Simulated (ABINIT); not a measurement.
## A GW chain in ABINIT: CdSe (Cadmoselite)

Wanted: ground state, empty states, screening and self-energy for CdSe (Cadmoselite).

Program: ABINIT 10.8.3. Level of theory: PBE and many-body steps on it, plane waves. Results are calculated unless marked as measured.

The database entry behind the starting cell differs from later determinations by our own check (inner coordinate of an old entry), so it need not match the best structure at ambient conditions.

### Step 1. The structure

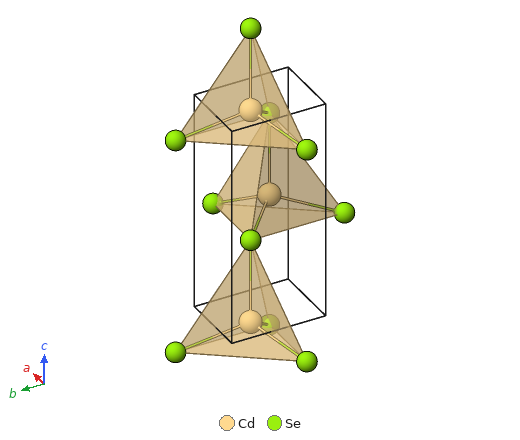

The starting structure, seen from a free direction (cadmium orange, selenium green). Some periodic images of atoms are drawn too.

The cell and positions come from the Crystallography Open Database and are kept as given unless a step says otherwise.

### Step 2. Ground state

This step: ABINIT 10.8.3; DFT, PBE, plane waves, norm-conserving pseudopotentials.

The ground-state density comes first.

Input file run.abi:

```
acell 3*1.0 Angstrom
rprim 
  4.300000000016 -0.000000000004 0.000000000000
  -2.150000000005 3.723909236288 0.000000000000
  0.000000000000 0.000000000000 7.020000000000
ntypat 2
znucl 48 34
natom 4
typat 1 1 2 2
xred 
  0.333333333333 0.666666666667 0.000000000000
  0.666666666667 0.333333333333 0.500000000000
  0.333333333333 0.666666666667 0.385000000000
  0.666666666667 0.333333333333 0.885000000000
pp_dirpath "pseudos"
pseudos "Cd.upf, Se.upf"
ecut 48
ngkpt 6 6 4
nshiftk 1
shiftk 0 0 0
kptopt 1
chksymbreak 0
nband 50
occopt 1
tolvrs 1e-10
nstep 60
prtwf 0
optforces 0
optstress 0
indata_prefix "in"
outdata_prefix "out"
tmpdata_prefix "tmp"
```

On the command line:

```console
$ OMP_NUM_THREADS=1 mpirun -n 8 abinit run.abi > log
```

Numbers of over 12 decimals in the logs are rounded to 6 here.

The program printed:

```text
.Version 10.8.3 of ABINIT. v10.8.2 released Aug 2026.

 Symmetries : space group P6_3 m c (#186); Bravais hP (primitive hexag.)
================================================================================
 Values of the parameters that define the memory need of the present run
     intxc =       0    ionmov =       0      iscf =       7    lmnmax =       6
     lnmax =       6     mgfft =      90  mpssoang =       3    mqgrid =    4138
     natom =       4  nloc_mem =       1    nspden =       1   nspinor =       1
    nsppol =       1      nsym =      12    n1xccc =    2501    ntypat =       2
    occopt =       1   xclevel =       2
-    mband =          50        mffmem =           1         mkmem =           3
       mpw =       12067          nfft =      262440          nkpt =          21
================================================================================
  Rough estimation (10% accuracy) of disk space for files :
================================================================================

--------------------------------------------------------------------------------
------------- Echo of variables that govern the present computation ------------
--------------------------------------------------------------------------------
 -outvars: echo values of preprocessed input variables --------
            acell      1.8897261259E+00  1.8897261259E+00  1.8897261259E+00 Bohr

      chksymbreak           0
             ecut      4.80000000E+01 Hartree
-          fftalg         312

              ixc     -101130
              kpt      0.00000000E+00  0.00000000E+00  0.00000000E+00
                       1.66666667E-01  0.00000000E+00  0.00000000E+00
                       3.33333333E-01  0.00000000E+00  0.00000000E+00
                       5.00000000E-01  0.00000000E+00  0.00000000E+00
                       1.66666667E-01  1.66666667E-01  0.00000000E+00
                       3.33333333E-01  1.66666667E-01  0.00000000E+00
                       3.33333333E-01  3.33333333E-01  0.00000000E+00
                       0.00000000E+00  0.00000000E+00  2.50000000E-01
                       1.66666667E-01  0.00000000E+00  2.50000000E-01
   [... 10 further rows ...]
                       3.33333333E-01  1.66666667E-01  5.00000000E-01
                       3.33333333E-01  3.33333333E-01  5.00000000E-01
         kptrlatt        6    0    0      0    6    0      0    0    4
          kptrlen      4.87549340E+01
P           mkmem           3
            natom           4
            nband          50
            ngfft          54      54      90
             nkpt          21
            nstep          60
             nsym          12
           ntypat           2
              occ      2.000000  2.000000  2.000000  2.000000  2.000000  2.000000
                       2.000000  2.000000  2.000000  2.000000  2.000000  2.000000
                       2.000000  2.000000  2.000000  2.000000  2.000000  2.000000
                       2.000000  2.000000  2.000000  2.000000  2.000000  2.000000
                       2.000000  2.000000  2.000000  2.000000  2.000000  2.000000
                       2.000000  2.000000  2.000000  2.000000  2.000000  2.000000
                       2.000000  2.000000  2.000000  2.000000  2.000000  2.000000
                       2.000000  2.000000  0.000000  0.000000  0.000000  0.000000
                       0.000000  0.000000
        optforces           0
        optstress           0
            prtwf           0
            rprim      4.3000000000E+00 -4.0000000000E-12  0.0000000000E+00
[...]
spgroup         186

           tolvrs      1.00000000E-10

             xred      3.3333333333E-01  6.6666666667E-01  0.0000000000E+00
[...]
znucl       48.00000   34.00000

================================================================================

 chkinp: Checking input parameters for consistency.

================================================================================
== DATASET  1 ==================================================================
-   mpi_nproc: 8, omp_nthreads: 1 (-1 if OMP is not activated)

--- !DatasetInfo
iteration_state: {dtset: 1, }
dimensions: {natom: 4, nkpt: 21, mband: 50, nsppol: 1, nspinor: 1, nspden: 1, mpw: 12067, }
cutoff_energies: {ecut:  48.0, pawecutdg:  -1.0, }
electrons: {nelect:   8.80000000E+01, charge:   0.00000000E+00, occopt:   1.00000000E+00, tsmear:   1.00000000E-02, }

 Real(R)+Recip(G) space primitive vectors, cartesian coordinates (Bohr,Bohr^-1):
 R(1)=  8.1258223  0.0000000  0.0000000  G(1)=  0.1230645  0.0710513  0.0000000
 R(2)= -4.0629112  7.0371686  0.0000000  G(2)=  0.0000000  0.1421026  0.0000000
 R(3)=  0.0000000  0.0000000 13.2658774  G(3)=  0.0000000  0.0000000  0.0753814
 Unit cell volume ucvol=  7.5857977E+02 bohr^3
 Angles (23,13,12)=  9.00000000E+01  9.00000000E+01  1.20000000E+02 degrees

 getcut: wavevector=  0.0000  0.0000  0.0000  ngfft=  54  54  90
         ecut(hartree)=     48.000   => boxcut(ratio)=   2.13128

--- Pseudopotential description ------------------------------------------------
- Cd Generated using ONCVPSP code by D. R. Hamann
- 48.00000  20.00000  171031                  znucl, zion, pspdat
12 -101130 2 -1 1368                          pspcod,pspxc,lmax,lloc,mmax
     nproj     2     2     2
  pspatm : epsatm=   19.67729986
         --- l  ekb(1:nproj) -->
[...]
pspatm: atomic psp has been read  and splines computed

- Se Generated using ONCVPSP code by D. R. Hamann
- 34.00000  24.00000  171031                  znucl, zion, pspdat
12 -101130 2 -1 1214                          pspcod,pspxc,lmax,lloc,mmax
     nproj     2     2     2
  pspatm : epsatm=   25.39064422
         --- l  ekb(1:nproj) -->
[...]
pspatm: atomic psp has been read  and splines computed

   7.93195816E+03                                ecore*ucvol(ha*bohr**3)
--------------------------------------------------------------------------------

_setup2: Arith. and geom. avg. npw (full set) are   12051.354   12051.348

================================================================================

--- !BeginCycle
iteration_state: {dtset: 1, }
solver: {iscf: 7, nstep: 60, nline: 4, wfoptalg: 0, }
tolerances: {tolvrs: 1.00E-10, }

     iter   Etot(hartree)      deltaE(h)  residm     vres2
 ETOT  1  -1021.0500042112    -1.021E+03 2.040E+00 5.098E+03
 ETOT  2  -1026.1561657336    -5.106E+00 1.099E-01 6.615E+03
 ETOT  3  -1026.8704862607    -7.143E-01 3.507E-02 7.632E+02
 ETOT  4  -1026.9134883822    -4.300E-02 6.157E-03 2.938E+02
 ETOT  5  -1026.9395538294    -2.607E-02 1.966E-03 1.702E+01
 ETOT  6  -1026.9410737255    -1.520E-03 1.027E-03 8.332E-02
 ETOT  7  -1026.9410682953     5.430E-06 5.446E-04 1.245E-01
 ETOT  8  -1026.9410784537    -1.016E-05 1.465E-04 1.625E-02
 ETOT  9  -1026.9410799470    -1.493E-06 1.243E-04 2.412E-03
 ETOT 10  -1026.9410801884    -2.414E-07 4.263E-05 3.662E-06
 ETOT 11  -1026.9410801888    -3.961E-10 2.740E-05 1.591E-07
 ETOT 12  -1026.9410801888     5.684E-12 1.356E-05 1.000E-08
 ETOT 13  -1026.9410801888    -1.364E-11 6.024E-06 8.030E-10
 ETOT 14  -1026.9410801888     2.524E-11 4.305E-06 8.708E-11

 At SCF step   14       vres2   =  8.71E-11 < tolvrs=  1.00E-10 =>converged.

--- !ResultsGS
iteration_state: {dtset: 1, }
comment   : Summary of ground state results
lattice_vectors:
- [  8.1258223,  -0.0000000,   0.0000000, ]
- [ -4.0629112,   7.0371686,   0.0000000, ]
- [  0.0000000,   0.0000000,  13.2658774, ]
lattice_lengths: [   8.12582,    8.12582,   13.26588, ]
lattice_angles: [ 90.000,  90.000, 120.000, ] # degrees, (23, 13, 12)
lattice_volume:   7.5857977E+02
convergence: {deltae:  2.524E-11, res2:  8.708E-11, residm:  4.305E-06, diffor:  0.000E+00, }
etotal    :  -1.02694108E+03
entropy   :   0.00000000E+00
fermie    :   1.78727554E-01
cartesian_stress_tensor: null
pressure_GPa: null
xred      :
- [  3.3333E-01,   6.6667E-01,   0.0000E+00, Cd]
- [  6.6667E-01,   3.3333E-01,   5.0000E-01, Cd]
- [  3.3333E-01,   6.6667E-01,   3.8500E-01, Se]
- [  6.6667E-01,   3.3333E-01,   8.8500E-01, Se]
cartesian_forces: null
force_length_stats: {min: null, max: null, mean: null, }

 Integrated electronic density in atomic spheres:
 ------------------------------------------------
 Atom  Sphere_radius  Integrated_density
[...]
4        2.00000         21.25239655
================================================================================

 ----iterations are completed or convergence reached----

 Mean square residual over all n,k,spin=   12.136E-09; max=  43.051E-07
 reduced coordinates (array xred) for    4 atoms
       0.333333333333      0.666666666667      0.000000000000
       0.666666666667      0.333333333333      0.500000000000
       0.333333333333      0.666666666667      0.385000000000
       0.666666666667      0.333333333333      0.885000000000
 rms dE/dt=  0.0000E+00; max dE/dt=  0.0000E+00; dE/dt below (all hartree)
    1       0.000000000000      0.000000000000      0.000000000000
    2       0.000000000000      0.000000000000      0.000000000000
    3       0.000000000000      0.000000000000      0.000000000000
    4       0.000000000000      0.000000000000      0.000000000000

 cartesian coordinates (angstrom) at end:
    1      2e-12     2.482606     0.000000
    2      2.150000     1.241303     3.510000
    3      2e-12     2.482606     2.702700
    4      2.150000     1.241303     6.212700
 length scales=  1.889726125908  1.889726125908  1.889726125908 bohr
              =  1.000000000000  1.000000000000  1.000000000000 angstroms
 prteigrs : about to open file out_EIG
 Fermi (or HOMO) energy (hartree) =   0.17873   Average Vxc (hartree)=  -0.34283
 Eigenvalues (hartree) for nkpt=  21  k points:
 kpt#   1, nband= 50, wtk=  0.00694, kpt=  0.0000  0.0000  0.0000 (reduced coord)
  -7.42950   -7.42950   -5.20516   -5.20516   -5.20515   -5.20515   -5.20479   -5.20479
  -3.55826   -3.55825   -2.12689   -2.12686   -2.12680   -2.12680   -2.12676   -2.12676
  -1.53643   -1.53643   -1.53643   -1.53643   -1.53597   -1.53597   -1.53597   -1.53597
  -1.53594   -1.53593   -0.28408   -0.27060   -0.11282   -0.11282   -0.11077   -0.11077
  -0.11054   -0.09970   -0.09970   -0.09735   -0.09735   -0.08703    0.02318    0.15242
   0.15242    0.17830    0.17873    0.17873    0.20449    0.25671    0.39530    0.39530
   0.40469    0.43613
 prteigrs : prtvol=0 or 1, do not print more k-points.

--- !EnergyTerms
iteration_state     : {dtset: 1, }
comment             : Components of total free energy in Hartree
kinetic             :  4.16164967793540E+02
hartree             :  4.20821271244218E+02
xc                  : -1.06087559337043E+02
Ewald energy        : -4.55605121140464E+02
psp_core            :  1.04563270294379E+01
local_psp           : -1.16000890543897E+03
non_local_psp       : -1.52682060339536E+02
total_energy        : -1.02694108018881E+03
total_energy_eV     : -2.79444903848827E+04
band_energy         : -1.64540106224466E+02

== END DATASET(S) ==============================================================
================================================================================

 -outvars: echo values of variables after computation  --------
           etotal     -1.0269410802E+03
            nband          50
             nkpt          21
          spgroup         186
 [... the other variables as echoed above ...]

 Calculation completed.
```

The job ended after 2.1 min (8 MPI ranks of Intel Xeon Platinum 8488C (Sapphire Rapids), shared host; peak memory 1.2 GiB; 17 min of CPU time).

Numbers from this step:

```yaml
total_energy: -27944.4904 eV
gap: 0.7010 eV
k_of_the_valence_top: 0, 0, 0
k_of_the_conduction_bottom: 0, 0, 0
least_direct_gap: 0.7010 eV
```

The gap is direct, at Γ.

(Continued in part 2 of 3.)

[Paths, hosts, dates, memory and timing lines, banners, echoed tables and standing remarks are left out of the program output.]

[Logs are printed without paths, hosts, clocks, repeated set-up lines and the standing remarks that a program may print on its own settings, such as how far it seeks lower states.]

[Runs of the session that timed out or met a known fault of the program may be left out.]

[Hosts, paths, dates, database ids (printed as entryN), source tags and the programs' standing remarks are cut or masked in the printed files.]

[G0W0 gaps are taken among the corrected bands and points alone; a level outside them can change the order at an edge.]

[Where Ansatz stands beside ABINIT at settings called matched, ABINIT's density can come from a denser mesh and the files from another edition; pairs whose starting gaps differed by over 0.03 eV were left out, so agreement reads better than it is.]
